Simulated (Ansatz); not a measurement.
# BSiNH5ClO: a changed input and its effect

System: BSiNH5ClO, SMILES N[SiH](Cl)BO.
Method of the first run: RKS PBE0-D4/def2-TZVPP (Ansatz 0.2.0).

The geometry comes from this level: PBE0-D4/def2-TZVP. Text and figures count atoms from 1; the logs count them from 0 in places.

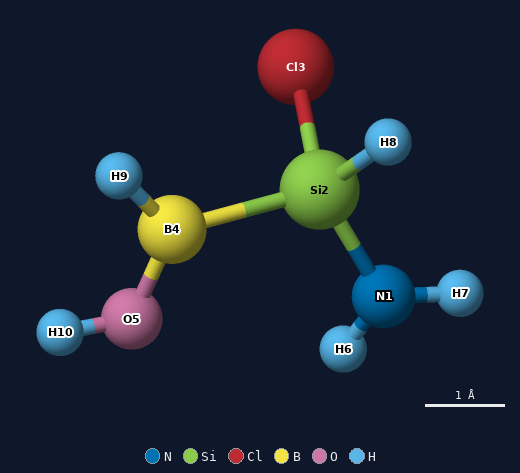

Fig. 1: The input geometry (ball-and-stick view, seen at a tilt; atoms are numbered from 1 in the order of the input).

## Input, the first run
```yaml
crystal:
  periodic: [false, false, false]
  atoms:
    - {symbol: N, position_ang: [-1.220295, -0.524664, -1.106916]}
    - {symbol: Si, position_ang: [-0.409969, -0.735331, 0.377377]}
    - {symbol: Cl, position_ang: [0.905172, -2.366027, 0.433870]}
    - {symbol: B, position_ang: [0.789866, 0.847514, 0.749294]}
    - {symbol: O, position_ang: [1.121728, 1.626729, -0.304094]}
    - {symbol: H, position_ang: [-0.738388, -0.085314, -1.875325]}
    - {symbol: H, position_ang: [-1.915197, -1.178310, -1.429630]}
    - {symbol: H, position_ang: [-1.425928, -1.061526, 1.407786]}
    - {symbol: H, position_ang: [1.244489, 1.087435, 1.837579]}
    - {symbol: H, position_ang: [1.731623, 2.338293, -0.087240]}
basis:
  gaussian: {orbitals: def2-TZVPP}
hamiltonian: {xc: pbe0, dispersion: d4}
output: {orbitals: {seedname: orbitals}}
```

Command:
```bash
ansatz run in.yaml --threads 4 --pin off --events-out ev --progress --plain --max-ram 10444MiB
```

Hardware: 4 threads of Arm Neoverse V1, 23 GiB of memory available, shared host.

## Output (the first run)
```
Functional definition: PBE0
  parameter a = 0.25
  parameter kappa = 0.804
  parameter beta = 0.06672455060314922
  exchange = (1 - a)*pbe_x(kappa = kappa, mu = beta*pi^2/3) + a*exact_x
  correlation = pbe_c(beta = beta)
1386 factors; their error is unknown
mean field evaluation 1: about -24679.2477 eV, gradient 7.2e1 eV
mean field evaluation 2: about -24664.5516 eV, gradient 1.1e2 eV
mean field evaluation 4: about -24688.3747 eV, gradient 4.7e0 eV
mean field evaluation 8: about -24688.4178 eV, gradient 3.1e-1 eV
mean field evaluation 16: about -24688.4729 eV, gradient 3.2e-4 eV
mean field -24688.47285040 eV, -907.2846428044 hartree, gradient 6.2e-5 eV, S^2 0.000000; 0 other end points of the search recorded, 0 dependent functions left out
reference -24688.47288390 eV, -907.2846440353 hartree; 28, 28 occupied and 219, 219 virtual orbitals, 1386 factors
Total energy: -24688.66688547 eV, -907.2917734615 hartree
```

For the second run the input was changed thus:
```diff
-hamiltonian: {xc: pbe0, dispersion: d4}
+hamiltonian: {xc: {name: wB97X-V}}
```

What does this change do to the results?

The total energies belong to different models, so their difference says nothing on which is more stable or more accurate. The HOMO goes from −7.65 to −10.03 eV. The LUMO goes from −1.18 to 1.02 eV. On the same kind of shared host the second run took about 2.5 times as long.

## Output (the second run)
```
Functional definition: wB97X-V
  parameter omega = 0.3/bohr
  parameter cx = 0.167
  parameter cx1 = 0.603
  parameter cx2 = 1.194
  parameter css0 = 0.556
  parameter css1 = -0.257
  parameter cos0 = 1.219
  parameter cos1 = -1.850
  parameter b = 6.0
  parameter c = 0.01
  exchange = spin_sum(e_x_unif_sr(omega)*poly(b97_u_x, 1 - cx, cx1, cx2)) + cx*exact_x_sr(omega) + exact_x_lr(omega)
  correlation = spin_sum(e_c_pw_same_spin*poly(b97_u_same, css0, css1))
      + integral(e_c_pw_opposite_spin*poly(b97_u_opposite, cos0, cos1)) + vv10(b, c)
1371 factors; their error is unknown
301 factors; integrals over basis functions are off by at most 2.2e-5 eV
mean field evaluation 1: about -24689.7433 eV, gradient 6.2e1 eV
mean field evaluation 2: about -24689.2343 eV, gradient 6.5e1 eV
mean field evaluation 4: about -24696.3975 eV, gradient 2.7e0 eV
mean field evaluation 8: about -24696.4153 eV, gradient 2.8e-2 eV
mean field evaluation 16: about -24696.4411 eV, gradient 5.1e-5 eV
mean field -24696.44105559 eV, -907.5774689441 hartree, gradient 5.1e-5 eV, S^2 0.000000; 0 other end points of the search recorded, 0 dependent functions left out
reference -24696.44105345 eV, -907.5774688654 hartree; 28, 28 occupied and 219, 219 virtual orbitals, 1371 factors
Total energy: -24696.44105345 eV, -907.5774688654 hartree
```

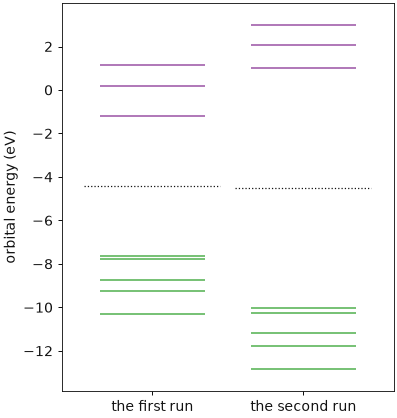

Fig. 2: The five highest filled and three lowest empty orbital energies of the two runs; the dotted lines part filled from empty levels. The HOMO–LUMO gap is 6.47 eV in the first run and 11.05 eV in the second run.

## The two runs side by side

```tsv
quantity	the first run	the second run
outcome	converged	converged
total energy (hartree)	−907.291773	−907.577469
HOMO (eV)	−7.65	−10.03
LUMO (eV)	−1.18	1.02
basis functions	247	247
wall time (shared host)	3.2 s	8 s
```
